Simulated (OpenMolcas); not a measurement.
**AlSiNH6O (SMILES O[SiH2][NH][AlH2]): methods side by side**

AlSiNH6O: 10 atoms, total charge 0, spin state singlet. As SMILES, `O[SiH2][NH][AlH2]`. Geometry: relaxed at PBE0-D4/def2-TZVP. This is one conformer, not always the lowest.

```xyz
10

O    -1.8174   -0.6938   -1.0565
Si   -0.5766    0.3739   -0.8516
N     0.6933   -0.3823    0.0096
Al    1.2333   -0.0948    1.6863
H    -2.3998   -0.5479   -1.8031
H    -1.0002    1.5438   -0.0395
H    -0.1428    0.8313   -2.2032
H     1.1594   -1.1278   -0.4930
H     0.5084    1.0306    2.5252
H     2.4254   -0.9842    2.2287
```

Quantity: the dipole moment, in D. The values are calculated.

| level | kind | program | value (D) | CPU time |
| --- | --- | --- | --- | --- |
| SVWN5/6-31G* (spherical functions) | LDA | OpenMolcas | 1.70 | 40 s |
| PBE/6-31G* (spherical functions) | GGA | OpenMolcas | 1.63 | 58 s |
| revPBE/6-31G* (spherical functions) | GGA | OpenMolcas | 1.61 | 57 s |
| M06-L/6-31G* (spherical functions) | meta-GGA | OpenMolcas | 1.49 | 71 s |
| TPSS/6-31G* (spherical functions) | meta-GGA | OpenMolcas | 1.64 | 72 s |
| r2SCAN/6-31G* (spherical functions) | meta-GGA | OpenMolcas | 1.61 | 71 s |
| M06-2X/6-31G* (spherical functions) | hybrid meta-GGA | OpenMolcas | 1.53 | 41 s |
| PBE0/6-31G* (spherical functions) | global hybrid | OpenMolcas | 1.53 | 44 s |

The values span 1.49 to 1.70 D. Magnitudes only. CPU times are rough (shared hosts, several kinds of processor and program).

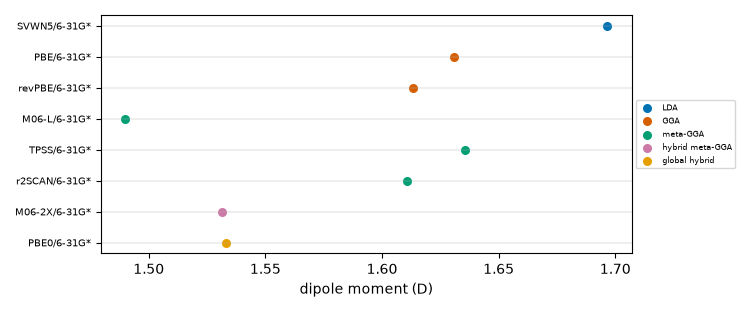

The values of the table, level by level.
